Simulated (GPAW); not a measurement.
# Surface energy and work function of Re(0001) from slabs of 3 to 12 layers (LDA)

How do energy and work function of Re(0001) films settle with thickness, and what surface energy follows?

How it was computed: GPAW 26.7.0, plane waves at 450 eV with PAW setups; symmetric 1×1 slabs cut at the tabulated lattice constant (two decimals; low-temperature values for the alkali metals), atoms at bulk places, 7.5 Å of vacuum on each side, one in-plane mesh for all thicknesses, Fermi-Dirac smearing of 0.1 eV. Energies are extrapolated to zero smearing and count from the program's reference atoms. Functional LDA. The cell's area is 6.597 Å².

What came out, but for one run:

```tsv
layers	energy (eV)	work function (eV)
3	−36.1890	5.40
4	−49.2923	5.36
5	−62.3208	5.33
6	−75.3110	5.33
7	−88.3675	5.32
8	−101.3862	5.32
9	−114.4264	5.33
10	−127.4471	5.33
11	−140.4831	5.33
12	?	?
```

To predict: What surface energy do these runs give, and what energy and work function should the 12-layer slab have?

**Working.** A slab of n layers has E(n) = nε + 2Aγ once its middle is bulk-like. A line through n = 6 to 11 has the slope ε = −13.0326 eV a layer and the intercept 2Aγ = 2.8732 eV (r.m.s. residual 7.8 meV). So γ = 2.8732 / (2 × 6.597 Å²) = 0.2178 eV/Å² = 3.49 J/m², with a standard error of about 0.02 J/m² from the scatter about the line. For 12 layers: 2.8732 + 12 × (−13.0326) = −153.518 eV; the run gives −153.518 eV, 0.1 meV under the line. The work function has no such law: from 6 to 11 layers it moves between 5.32 and 5.33 eV (mean 5.33), and the 12-layer slab gives 5.33 eV. The thinnest slab, 3 layers, lies +0.07 eV from that mean. The measured value for this face is 5.15 eV (“Anisotropic work function of elemental crystals” (2019, arxiv:1902.07811)); the unrelaxed 12-layer slab lies 0.18 eV over it.

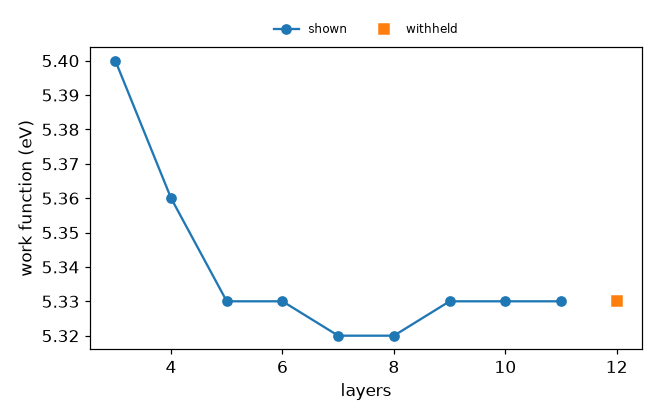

Work function against thickness.

Caveats: The surfaces are unrelaxed, so γ is an upper bound for this functional and lattice constant. The tabulated lattice constant isn't the functional's own, which strains the slab a little. Spin-orbit coupling is left out.

[Logs are printed without paths, hosts, clocks, repeated set-up lines and the standing remarks that a program may print on its own settings, such as how far it seeks lower states.]
